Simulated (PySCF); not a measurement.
# C3H8FNSi: the cost of one run

The runs use PySCF 2.14.0, with density-fitted response routines of our own; the level of theory stands in each step. All values are computed, except where a source is named. Atoms count from 0, in the outputs and in this text.

## Step 1: Starting geometry

14 atoms, charge 0, multiplicity 1; geometry from: GFN2-xTB. The atoms were then displaced at random by about 0.01 Å, so the start is not that level's minimum.

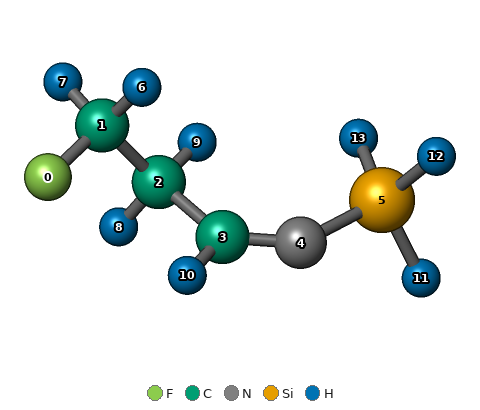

The starting geometry (fluorine green, carbon teal, nitrogen grey, silicon amber, hydrogen blue), atoms numbered.

## Step 2: Optimising the geometry at PBE0-D3(BJ)/def2-SVP

The job: settings as JSON, then the geometry in Å.

```
{"job": {"xc": "PBE0", "basis": "def2-SVP", "d3": "d3bj", "grid": 1, "shake": 0.01, "kind": "geom"}, "charge": 0, "multiplicity": 1}
F     -2.954210     0.134570     0.482460
C     -2.041160     0.418290    -0.490060
C     -0.859690    -0.515000    -0.346250
C     -0.070690    -0.245320     0.943280
N      1.108920    -0.023940     1.083120
Si     2.504080     0.127080     0.102750
H     -1.731610     1.468510    -0.366500
H     -2.516650     0.286210    -1.458760
H     -1.205940    -1.538140    -0.296780
H     -0.173610    -0.388600    -1.178950
H     -0.747630    -0.262920     1.844760
H      3.387140    -0.919380     0.640080
H      2.938080     1.489490     0.377170
H      2.355820    -0.045910    -1.344060
```

Started as:

```console
$ OMP_NUM_THREADS=1 python probes_run.py task.json out
```

The driver reads the jobs from task.json and runs them one after another.

**Question.** How long does this first job take on 1 thread of Arm Neoverse N1, shared host, and how much memory does it need?

About 85 s, with a peak of 0.5 GiB.
